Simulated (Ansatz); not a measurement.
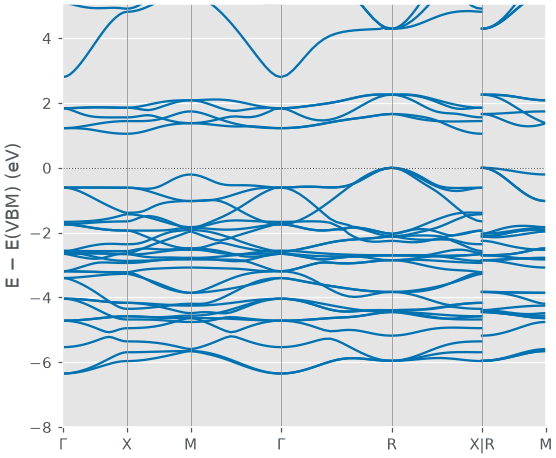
Figure: Band structure from plane-wave PAW LDA (Ansatz code)

Task: Read off the gap and where the band edges lie.

Result: About 1.0 eV (1.05 eV by a search for the band edges); maximum at R, minimum at X.

The material is VCu3S4 in space group P-43m (No. 215; V on 1a, Cu on 3d, S on 4e).

The first step of the workflow began from a Materials Project structure, measured or hypothetical; the Crystallography Open Database files this formula in space group No. 215, but the cells were not matched. Its standing as an ambient phase is unchecked. Symmetry was held in the LDA relaxation; phonons on a q-mesh show no instability. No spin polarisation was allowed.

Potentials: the later of the program's two PAW sets.
